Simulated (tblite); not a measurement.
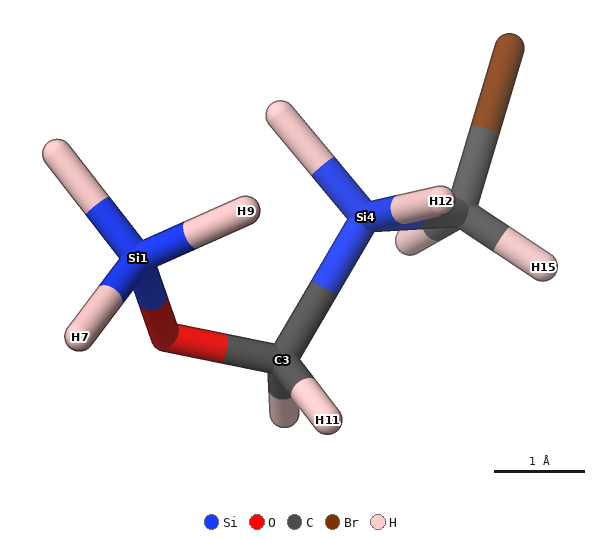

The input geometry (stick view, seen at a tilt; atoms are numbered from 1 in the order of the input). Bond lengths as drawn: Br–C 1.93 Å, C–H 1.11 to 1.13 Å, C–O 1.35 Å, C–Si 1.86 to 1.87 Å, H–Si 1.46 to 1.49 Å and O–Si 1.70 Å.

## Geometry relaxation of C$_{2}$H$_{9}$BrOSi$_{2}$ (part 1 of 3)

System: C$_{2}$H$_{9}$BrOSi$_{2}$.
Method: GFN2-xTB geometry optimisation, gas phase (tblite 0.8.0).

It belongs to a series of runs on one base structure; here: constitutional isomer.

## What the program printed
```
step      E/eV     max force
  0    -557.68948    3.320
  1    -557.91662    1.185
  2    -557.96536    0.666
  3    -558.00374    0.502
  4    -558.03621    0.500
  5    -558.06300    0.475
  6    -558.08355    0.445
  7    -558.10354    0.366
  8    -558.12012    0.316
  9    -558.13214    0.337
 10    -558.14166    0.328
 11    -558.14988    0.317
 12    -558.15746    0.251
 13    -558.16475    0.229
 14    -558.17209    0.271
 15    -558.18089    0.324
 16    -558.19090    0.352
 17    -558.19875    0.297
 18    -558.20426    0.267
 19    -558.20860    0.195
 20    -558.21208    0.163
 21    -558.21530    0.158
 22    -558.21807    0.140
 23    -558.22033    0.108
 24    -558.22253    0.131
 25    -558.22500    0.164
 26    -558.22752    0.118
 27    -558.22965    0.113
 28    -558.23168    0.107
 29    -558.23395    0.144
 30    -558.23610    0.155
 31    -558.23796    0.120
 32    -558.23983    0.108
 33    -558.24208    0.133
 34    -558.24476    0.173
 35    -558.24758    0.151
 36    -558.25024    0.119
 37    -558.25320    0.156
 38    -558.25770    0.184
 39    -558.26411    0.255
 40    -558.26763    0.266
 41    -558.24753    0.636
 42    -558.27601    0.123
 43    -558.27815    0.120
 44    -558.28351    0.136
 45    -558.28594    0.152
 46    -558.29253    0.158
 47    -558.29441    0.130
 48    -558.29669    0.101
 49    -558.29798    0.082
 50    -558.29951    0.105
 51    -558.30055    0.078
 52    -558.30125    0.057
 53    -558.30164    0.044
 54    -558.30199    0.060
 55    -558.30250    0.077
 56    -558.30316    0.066
 57    -558.30372    0.053
 58    -558.30415    0.059
 59    -558.30455    0.062
 60    -558.30504    0.055
 61    -558.30564    0.063
 62    -558.30626    0.061
 63    -558.30684    0.064
 64    -558.30740    0.053
 65    -558.30794    0.062
 66    -558.30839    0.061
 67    -558.30875    0.050
 68    -558.30915    0.053
 69    -558.30971    0.057
 70    -558.31045    0.072
 71    -558.31113    0.069
 72    -558.31154    0.039
 73    -558.31180    0.036
 74    -558.31205    0.051
 75    -558.31238    0.062
 76    -558.31280    0.062
 77    -558.31323    0.053
 78    -558.31358    0.039
 79    -558.31379    0.029
 80    -558.31390    0.030
 81    -558.31400    0.032
 82    -558.31410    0.026
 83    -558.31425    0.022
 84    -558.31434    0.021
 85    -558.31444    0.026
 86    -558.31455    0.027
 87    -558.31473    0.038
 88    -558.31498    0.048
 89    -558.31525    0.047
 90    -558.31551    0.042
 91    -558.31581    0.055
 92    -558.31630    0.071
 93    -558.31710    0.081
 94    -558.31823    0.103
 95    -558.31959    0.096
 96    -558.32106    0.071
 97    -558.32251    0.074
 98    -558.31885    0.265
 99    -558.32431    0.089
100    -558.32536    0.077
101    -558.32479    0.223
102    -558.32844    0.060
103    -558.32972    0.059
104    -558.32913    0.201
105    -558.33188    0.054
106    -558.33244    0.051
107    -558.33333    0.079
108    -558.33394    0.055
109    -558.33483    0.045
110    -558.33603    0.059
111    -558.33692    0.076
112    -558.33752    0.057
113    -558.33826    0.054
114    -558.33874    0.060
115    -558.33917    0.068
116    -558.33955    0.053
117    -558.33980    0.042
118    -558.33979    0.056
119    -558.34008    0.024
120    -558.34014    0.015
121    -558.34021    0.017
122    -558.34024    0.018
123    -558.34031    0.020
124    -558.34044    0.027
125    -558.34059    0.037
126    -558.34072    0.048
127    -558.34086    0.048
128    -558.34105    0.038
129    -558.34125    0.025
130    -558.34137    0.026
131    -558.34146    0.018
132    -558.34152    0.017
133    -558.34159    0.020
134    -558.34166    0.021
135    -558.34178    0.025
136    -558.34194    0.028
137    -558.34223    0.027
138    -558.34261    0.034
139    -558.34274    0.105
140    -558.34315    0.073
141    -558.34353    0.034
142    -558.34373    0.030
143    -558.34402    0.024
144    -558.34410    0.024
145    -558.34420    0.021
146    -558.34424    0.019
147    -558.34434    0.022
148    -558.34448    0.023
149    -558.34467    0.028
150    -558.34483    0.028
151    -558.34494    0.023
152    -558.34500    0.020
153    -558.34505    0.019
154    -558.34510    0.018
155    -558.34513    0.016
156    -558.34517    0.019
157    -558.34520    0.016
158    -558.34523    0.010
159    -558.34525    0.008
```

## Trajectory as extended XYZ (Å, eV, eV/Å), 32 of the 160 frames kept, from step=0 to step=159
```
15
Properties=species:S:1:pos:R:3:forces:R:3 step=0 energy=-557.68948
Si    2.4482    0.0015    0.2948    0.4630  -1.0610   0.0910
O     1.4184   -1.1272   -0.4536    2.7670   1.1310   1.4440
C     0.3697   -0.6166   -1.1401   -1.7750  -0.5580  -1.9470
Si   -0.6976    0.3779    0.0110   -0.1790   0.6270   1.2290
C    -2.5102   -0.0511   -0.1353   -0.7440  -0.7120  -0.7850
Br   -3.4188    0.7135    1.3843   -0.1530   0.0510   0.0370
H     3.7541    0.0108   -0.3892   -0.3230  -0.1550  -0.1020
H     2.7228   -0.3076    1.7299   -0.4000  -0.1750  -0.6100
H     1.9570    1.3784    0.2697   -0.1180  -0.0730  -0.1350
H    -0.2006   -1.4855   -1.5773    0.3960   0.4440   0.2790
H     0.6433   -0.0037   -2.0286    0.2440  -0.2870   0.3660
H    -0.5125    1.7971   -0.2636   -0.0850   0.2560  -0.0120
H    -0.3329    0.0912    1.4281   -0.0870   0.0340  -0.4110
H    -2.6798   -1.1548   -0.1144   -0.1010   0.8700  -0.0360
H    -2.9657    0.3839   -1.0488    0.0940  -0.3930   0.5940
15
Properties=species:S:1:pos:R:3:forces:R:3 step=5 energy=-558.06300
Si    2.5223    0.0000    0.3099   -0.0460   0.0760  -0.1540
O     1.5057   -1.0091   -0.4450    0.0370  -0.2760  -0.0370
C     0.3436   -0.6232   -1.1478    0.0380   0.1120  -0.0300
Si   -0.7155    0.4155    0.0556    0.0380  -0.0520  -0.2030
C    -2.5333   -0.0621   -0.1512   -0.1290   0.0230   0.0200
Br   -3.4461    0.7153    1.3790   -0.1420   0.0200  -0.0220
H     3.7594   -0.0140   -0.4248    0.3870  -0.0820  -0.2120
H     2.6747   -0.3565    1.6997   -0.0400  -0.2710   0.2350
H     1.9595    1.3413    0.2544    0.0390   0.2770   0.0080
H    -0.1649   -1.5127   -1.5597    0.3090   0.1050   0.3450
H     0.6700   -0.0322   -2.0097   -0.1570   0.0350  -0.0560
H    -0.5332    1.8349   -0.2607   -0.1290   0.0430   0.0680
H    -0.3357    0.0852    1.4256   -0.0290   0.0090   0.0540
H    -2.7171   -1.1311   -0.1204   -0.0710  -0.0270   0.0290
H    -2.9936    0.3567   -1.0380   -0.1050   0.0080  -0.0460
15
Properties=species:S:1:pos:R:3:forces:R:3 step=10 energy=-558.14166
Si    2.5820    0.0160    0.2977    0.0630   0.0850   0.0160
O     1.5563   -0.9864   -0.4587   -0.0120   0.1470  -0.0700
C     0.3769   -0.6017   -1.1289    0.0450  -0.0230   0.0840
Si   -0.7323    0.4230    0.0474   -0.0400  -0.0420  -0.0420
C    -2.5677   -0.0583   -0.1555    0.0290   0.0320   0.0180
Br   -3.5025    0.7225    1.3664   -0.0460   0.0140  -0.0600
H     3.8304   -0.0475   -0.4741   -0.1050   0.0250   0.1940
H     2.6388   -0.4436    1.6930    0.1020   0.0360  -0.2350
H     1.9915    1.3737    0.2502    0.2920  -0.1410   0.0500
H    -0.0877   -1.5272   -1.4708   -0.1160  -0.0770  -0.0030
H     0.6450   -0.0309   -2.0248   -0.0290   0.0010   0.0250
H    -0.5851    1.8598   -0.2386   -0.0980  -0.0900   0.0400
H    -0.3523    0.0895    1.4223   -0.0640   0.0310  -0.0190
H    -2.7579   -1.1267   -0.1139    0.0000  -0.0280   0.0280
H    -3.0399    0.3457   -1.0448   -0.0200   0.0310  -0.0250
15
Properties=species:S:1:pos:R:3:forces:R:3 step=15 energy=-558.18089
Si    2.6270    0.0330    0.2849    0.0420  -0.2000   0.0210
O     1.5925   -0.9347   -0.4908    0.0260  -0.0250  -0.0170
C     0.3859   -0.6004   -1.1124   -0.1400  -0.0290  -0.0940
Si   -0.7556    0.4087    0.0354   -0.0730   0.0690   0.2330
C    -2.5948   -0.0555   -0.1615   -0.0460  -0.0720  -0.0570
Br   -3.5557    0.7354    1.3363    0.0100   0.0380  -0.0030
H     3.8747   -0.0606   -0.4486    0.1840  -0.0070  -0.0440
H     2.6644   -0.4957    1.6367    0.1150  -0.0130   0.1550
H     2.1140    1.3898    0.2693    0.0080   0.3210   0.0440
H    -0.0715   -1.5480   -1.4097   -0.0530  -0.0180  -0.0840
H     0.6096   -0.0360   -2.0234   -0.0820  -0.0380  -0.0830
H    -0.6547    1.8496   -0.2127    0.0110   0.0370  -0.0480
H    -0.3883    0.1028    1.4188   -0.0290  -0.0220   0.0250
H    -2.7823   -1.1253   -0.1015   -0.0280   0.0240  -0.0420
H    -3.0696    0.3449   -1.0541    0.0560  -0.0650  -0.0070
15
Properties=species:S:1:pos:R:3:forces:R:3 step=21 energy=-558.21530
Si    2.6764    0.0341    0.2794   -0.0640   0.0290  -0.0380
O     1.6109   -0.8795   -0.5290   -0.0690   0.1000  -0.0360
C     0.3603   -0.5990   -1.1089   -0.0240   0.0610   0.0230
Si   -0.7863    0.4086    0.0656    0.0810  -0.0710  -0.1160
C    -2.6221   -0.0672   -0.1713    0.0240  -0.0040   0.0140
Br   -3.5980    0.7593    1.3035    0.0020  -0.0100  -0.0530
H     3.9489   -0.0768   -0.4269   -0.0270  -0.0530  -0.0410
H     2.7332   -0.5315    1.6249    0.0130   0.0350   0.0090
H     2.2540    1.4433    0.3078    0.0200  -0.0940   0.0350
H    -0.0826   -1.5668   -1.3862    0.0650   0.0990   0.0960
H     0.5315   -0.0555   -2.0489   -0.0690  -0.0140   0.0780
H    -0.7078    1.8497   -0.2077    0.0460  -0.0270   0.0040
H    -0.4280    0.1003    1.4486   -0.0100  -0.0180   0.0330
H    -2.8193   -1.1333   -0.1058   -0.0220  -0.0140   0.0100
H    -3.0755    0.3223   -1.0785    0.0340  -0.0210  -0.0180
15
Properties=species:S:1:pos:R:3:forces:R:3 step=26 energy=-558.22752
Si    2.7162    0.0393    0.2714    0.0240   0.0290   0.0250
O     1.6242   -0.8005   -0.5668    0.0840  -0.0270  -0.0680
C     0.3478   -0.5746   -1.0943    0.0140  -0.0390   0.0090
Si   -0.8017    0.4017    0.0769   -0.0790   0.0420   0.0770
C    -2.6348   -0.0807   -0.1803   -0.0200  -0.0100  -0.0130
Br   -3.6343    0.7745    1.2595   -0.0060   0.0230  -0.0170
H     3.9835   -0.1184   -0.4390   -0.0770  -0.0460  -0.0400
H     2.7714   -0.5523    1.6079   -0.0180   0.0220   0.0000
H     2.3536    1.4551    0.3473   -0.0160   0.0450   0.0300
H    -0.0614   -1.5632   -1.3215   -0.0680  -0.0860   0.0140
H     0.4506   -0.0606   -2.0561    0.0130   0.0710  -0.0270
H    -0.7287    1.8411   -0.1993    0.0420   0.0080   0.0220
H    -0.4626    0.0928    1.4661    0.0000  -0.0130   0.0060
H    -2.8575   -1.1412   -0.1034    0.0680  -0.0330   0.0190
H    -3.0707    0.2950   -1.1016    0.0390   0.0140  -0.0380
15
Properties=species:S:1:pos:R:3:forces:R:3 step=31 energy=-558.23796
Si    2.7235    0.0480    0.2707   -0.0430  -0.0070  -0.0210
O     1.6436   -0.7545   -0.6189   -0.0100  -0.0010  -0.0260
C     0.3365   -0.5660   -1.0839    0.0170  -0.0150   0.0060
Si   -0.8118    0.4017    0.0995    0.1140  -0.0140   0.0080
C    -2.6355   -0.0941   -0.1899    0.0780   0.0360   0.0010
Br   -3.6492    0.7896    1.2217   -0.0500   0.0050  -0.0330
H     3.9584   -0.1681   -0.4738   -0.0030   0.0060   0.0060
H     2.7840   -0.5367    1.6121   -0.0530  -0.0070  -0.0210
H     2.3844    1.4680    0.3864    0.0040   0.0260  -0.0090
H    -0.0685   -1.5681   -1.2787    0.0380   0.0500  -0.0430
H     0.3991   -0.0446   -2.0504   -0.0590  -0.0960   0.0400
H    -0.7014    1.8366   -0.1877   -0.0270   0.0060   0.0650
H    -0.4795    0.0773    1.4860   -0.0150   0.0040   0.0260
H    -2.8493   -1.1569   -0.0971    0.0290   0.0600  -0.0180
H    -3.0386    0.2758   -1.1294   -0.0220  -0.0540   0.0210
15
Properties=species:S:1:pos:R:3:forces:R:3 step=36 energy=-558.25024
Si    2.7459    0.0635    0.2560   -0.0100  -0.0220  -0.0310
O     1.6821   -0.6679   -0.7088   -0.0600   0.0340  -0.0030
C     0.3347   -0.5589   -1.0591   -0.0420   0.0160  -0.0430
Si   -0.8008    0.4009    0.1359   -0.0800   0.0070   0.0150
C    -2.6203   -0.0925   -0.2018   -0.0610  -0.0030   0.0150
Br   -3.7100    0.8139    1.1440    0.0390  -0.0070  -0.0380
H     3.9512   -0.2312   -0.5080    0.0310   0.0650   0.0600
H     2.7752   -0.5502    1.5867   -0.0710  -0.0080  -0.0070
H     2.4720    1.4961    0.4322    0.0040  -0.0650  -0.0600
H    -0.0454   -1.5749   -1.2158    0.0430  -0.0770   0.0500
H     0.2958   -0.0691   -2.0398   -0.0140   0.0110  -0.0900
H    -0.7085    1.8386   -0.1318    0.0250   0.0380   0.0550
H    -0.5180    0.0626    1.5279    0.0290  -0.0090   0.0570
H    -2.8387   -1.1509   -0.0907    0.0730  -0.0440   0.0570
H    -3.0197    0.2281   -1.1601    0.0950   0.0620  -0.0360
15
Properties=species:S:1:pos:R:3:forces:R:3 step=41 energy=-558.24753
Si    2.7626    0.0641    0.1931   -0.1560   0.0390  -0.1050
O     1.6982   -0.4121   -0.9307   -0.4990   0.0540   0.2470
C     0.2900   -0.5295   -1.0377    0.3320  -0.1170  -0.2820
Si   -0.7973    0.4074    0.2452    0.1720   0.0590  -0.0850
C    -2.5833   -0.0889   -0.2235    0.0640  -0.0970  -0.0800
Br   -3.8320    0.8662    0.9186   -0.0120   0.0370   0.0760
H     3.9548   -0.3208   -0.5434    0.0440   0.0290   0.0510
H     2.6493   -0.5859    1.5078   -0.0800  -0.0870  -0.1460
H     2.6522    1.5016    0.4726   -0.0260  -0.0190  -0.0720
H     0.0718   -1.6233   -1.0268   -0.0100   0.5260  -0.0060
H     0.0312   -0.1567   -2.0620    0.1200  -0.2720   0.5620
H    -0.6916    1.8639    0.0777    0.0500  -0.0860   0.0160
H    -0.5833    0.0229    1.6540    0.0290  -0.0010  -0.2360
H    -2.7435   -1.1482   -0.0312   -0.1520   0.0230  -0.0950
H    -2.8835    0.1472   -1.2469    0.1230  -0.0900   0.1560
15
Properties=species:S:1:pos:R:3:forces:R:3 step=46 energy=-558.29253
Si    2.7429    0.0664    0.2024   -0.0210   0.0400   0.0020
O     1.6818   -0.4407   -0.8960    0.0830  -0.0460  -0.0630
C     0.2992   -0.5317   -1.0416   -0.0390   0.0130   0.0640
Si   -0.7801    0.4137    0.2184   -0.0680   0.0020   0.0110
C    -2.5688   -0.0983   -0.2141   -0.0550   0.0290   0.0450
Br   -3.8046    0.8636    0.9617    0.1190  -0.0630  -0.0820
H     3.9592   -0.2848   -0.5163   -0.0170   0.0080   0.0550
H     2.6088   -0.6038    1.5015   -0.0200  -0.0230  -0.0590
H     2.5924    1.5041    0.4336    0.0020   0.0510   0.0320
H     0.0413   -1.5989   -1.0362   -0.0380  -0.0370   0.0390
H     0.0624   -0.1676   -2.0491    0.0010   0.0090  -0.0690
H    -0.6665    1.8631    0.0711    0.0320   0.0620  -0.0440
H    -0.5492    0.0223    1.6059    0.0780  -0.0650   0.0670
H    -2.7603   -1.1556   -0.0454   -0.0350   0.0280  -0.0170
H    -2.8631    0.1563   -1.2292   -0.0210  -0.0080   0.0180
```
